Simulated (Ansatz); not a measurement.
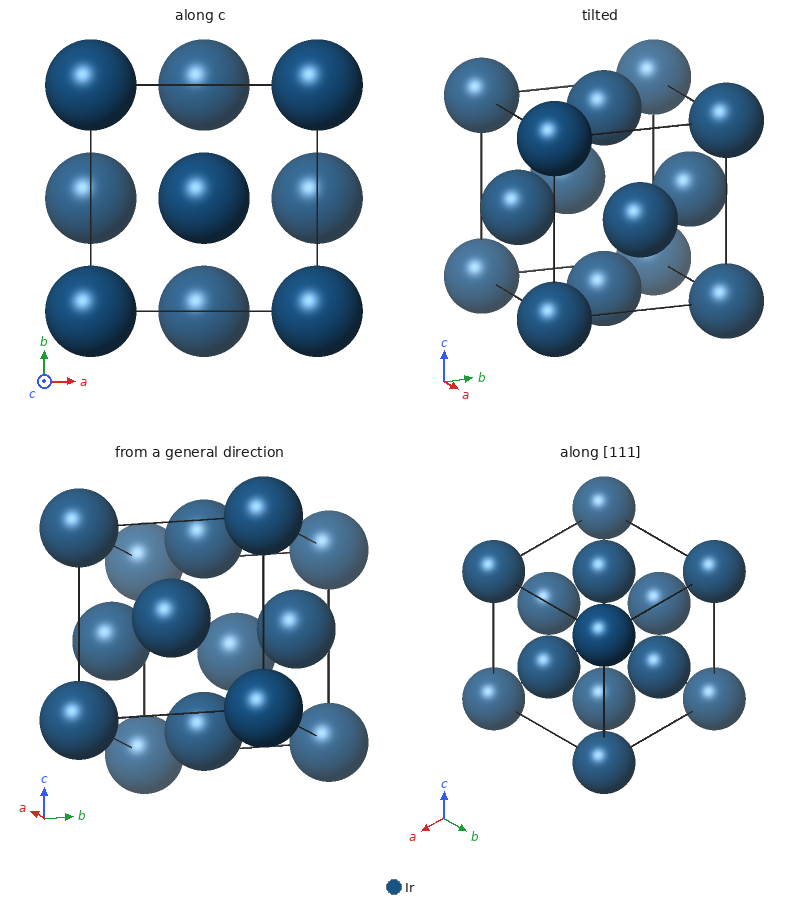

A spheres-only rendering, viewed along the c axis, slightly off an axis, from a general direction and along [111]. The conventional unit cell is outlined; an atom on or near a face, edge or corner is repeated at each equivalent position.

What is the cell content?

4 (iridium), counting shared atoms by their share.

Identify the Bravais lattice.

Face-centred cubic.

Which space group does it belong to?

Fm-3m (No. 225), with Ir on 4a.

Identify the structure type.

Face-centred cubic (Cu type).

Origin of the cell: the standard structure of this element. Earlier steps of the study, as a rule a relaxation of our own, may have changed the cell and positions, so they can lie some per cent off the listed ones. A calculation with Ansatz used it as input.
